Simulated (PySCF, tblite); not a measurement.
# C₅H₉Al: geometry, infrared bands and NMR shifts

What infrared bands and NMR shifts should C₅H₉Al (`C=[C]1CC[CH2][AlH]1`) show?

The runs use tblite 0.8.0 and PySCF 2.14.0, with density-fitted response routines of our own; the level of theory stands in each step. All values are computed, except where a source is named. Atoms count from 0, in the outputs and in this text.

## 1. The starting structure

15 atoms, charge 0, multiplicity 1; geometry from: force field or distance geometry start.

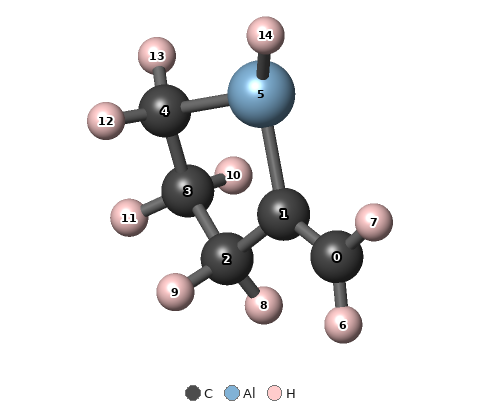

As it starts; carbon dark grey, aluminium light blue, hydrogen pink, atoms numbered.

## 2. Relaxing the molecule with GFN2-xTB

What the job is given:

```
{"job": {"kind": "relax", "xc": "GFN2-xTB", "basis": "xTB"}, "charge": 0, "multiplicity": 1}
C      2.379500     0.167200    -0.027200
C      1.033000     0.149800    -0.105400
C      0.232700    -1.095200     0.145400
C     -1.236000    -0.822200    -0.284300
C     -1.656600     0.595200     0.099800
Al    -0.089800     1.699500    -0.345500
H      2.930900    -0.737600     0.159600
H      2.920000     1.105200    -0.155100
H      0.639400    -1.949500    -0.436700
H      0.254300    -1.343100     1.229000
H     -1.330300    -0.964400    -1.378600
H     -1.914200    -1.567000     0.215500
H     -1.856300     0.665100     1.193700
H     -2.551200     0.912000    -0.478700
H      0.240200     3.193000     0.146500
```

The run is started by

```bash
$ OMP_NUM_THREADS=1 python probes_run.py task.json out
```

The driver reads the jobs from task.json and runs them one after another.

**Question.** This job is followed by: GFN2-xTB harmonic vibrations, gas phase; GIAO PBE0/pcSseg-1 NMR shielding, non-relativistic, gas phase. Predict these results of the whole session: strongest single infrared mode (GFN2-xTB); zero-point energy (GFN2-xTB); 13C shifts against TMS (PBE0/pcSseg-1); 1H shifts against TMS (PBE0/pcSseg-1, means over atoms taken as alike); 27Al shifts against AlH4- (PBE0/pcSseg-1); surface potential, least and greatest.

As calculated:

| quantity | value |
| --- | --- |
| strongest single infrared mode (GFN2-xTB) | 1809 cm⁻¹, 572 km/mol |
| zero-point energy (GFN2-xTB) | 74.1 kcal/mol |
| 13C shifts against TMS (PBE0/pcSseg-1) | 169.7, 135.2, 48.4, 32.2, 15.9 ppm |
| 1H shifts against TMS (PBE0/pcSseg-1, means over atoms taken as alike) | 6.50, 6.09, 5.76, 2.38, 1.91, 0.87 ppm |
| 27Al shifts against AlH4- (PBE0/pcSseg-1) | 214.1 ppm |
| surface potential, least and greatest | -0.68 V and 2.68 V |

What this shows: Relaxing lowered the energy by 0.571 eV in 85 steps; the close pair that moved most is Al5–H14, from 1.607 to 1.543 Å. No mode is imaginary among the 39: a minimum at this level. The strongest single mode, at 1809 cm⁻¹, moves mainly H14. GFN2-xTB is a fitted tight-binding method: band positions and strengths are rough. Its intensities can rank the bands wrongly. At PBE0/pcSseg-1: The largest span, 261 ppm, is at C1, where the paramagnetic term is -243 ppm. At PBE0/pcSseg-1, counted by nearest atom on the grid, the HOMO lies on C1 26 %; C4 20 %, the LUMO on Al5 44 %; H14 14 %.
